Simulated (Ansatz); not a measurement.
```xyz
10

F    -1.9313   -0.9051   -0.8916
P     0.8006   -0.3955    0.6638
Si   -0.4564   -0.2635   -1.2186
Si    0.4063    1.7472    1.3381
H    -0.6878    1.1368   -1.7174
H     0.2014   -1.0922   -2.2853
H     2.0039   -0.0728   -0.0650
H     1.2174    2.0337    2.5708
H    -1.0567    1.8319    1.6741
H     0.7273    2.7722    0.2837
```

Geometry: PBE-D3(BJ)/def2-SVP.

The calculation used isolated molecule in a Gaussian basis; Kohn-Sham density functional theory, functional PBE0 (Ansatz).

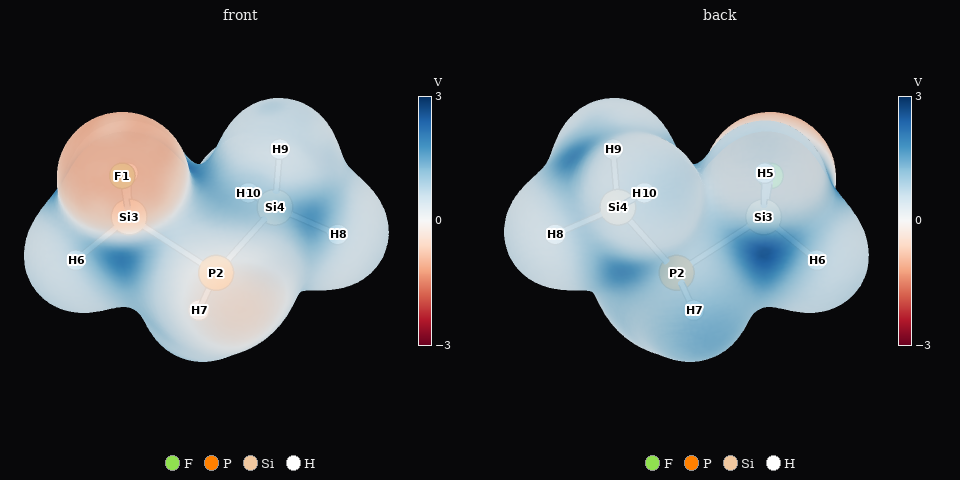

FH$_{6}$PSi$_{2}$. The electrostatic potential painted on the density surface at 0.004 e/bohr³, seen from the front and from behind; red is negative and blue positive.

Which sites attract a positive test charge, and which a negative one?

A positive charge is drawn to the negative regions and a negative charge to the positive ones. The most negative region (about −1.0 V, or −23 kcal/mol for a unit charge) lies over F1, the most positive (about +2.2 V, or +51 kcal/mol for a unit charge) over Si3.

How polar is the molecule by this calculation?

Its dipole moment is 1.89 D.
